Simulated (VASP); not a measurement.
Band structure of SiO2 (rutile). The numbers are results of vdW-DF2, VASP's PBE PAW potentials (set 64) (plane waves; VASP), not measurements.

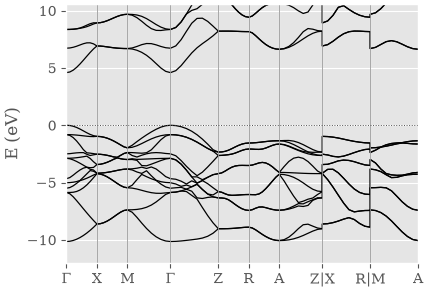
Figure. Bands along high-symmetry lines, zero at the valence-band maximum or, without a gap, the Fermi level

Problem. Read the plot: is there a gap, and where are the band edges?

Solution. The gap is direct, 4.59 eV, from the valence maximum at Γ to the conduction minimum at Γ. (Edges off the drawn lines would not show.)

The compound is SiO2 in the rutile structure, stishovite, a high-pressure form. It was relaxed first, which changed the volume by +7 %.
